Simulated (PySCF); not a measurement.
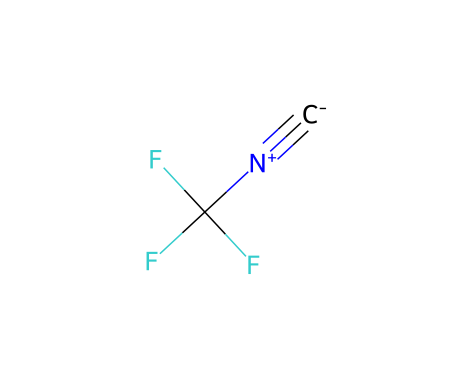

Computed geometry: GFN2-xTB optimisation. No frequency run is at hand to confirm it as a minimum. Properties computed with B3LYP/def2-SVPD, gas phase (PySCF 2.14.0). Excitations: vertical, linear response.

What does the calculation give?

The species is C2F3N (`[C-]#[N+]C(F)(F)F`).
- dipole moment: 0.88 D
- HOMO energy (Kohn–Sham orbital): −9.72 eV
- LUMO energy (Kohn–Sham orbital): −1.27 eV
- HOMO–LUMO gap: 8.45 eV
- mean static polarisability: 32.2 bohr³
- lowest vertical singlet excitation: 7.62 eV
- its oscillator strength: 0.056
- brightest of the 8 lowest singlets: 7.62 eV
- its oscillator strength: 0.06
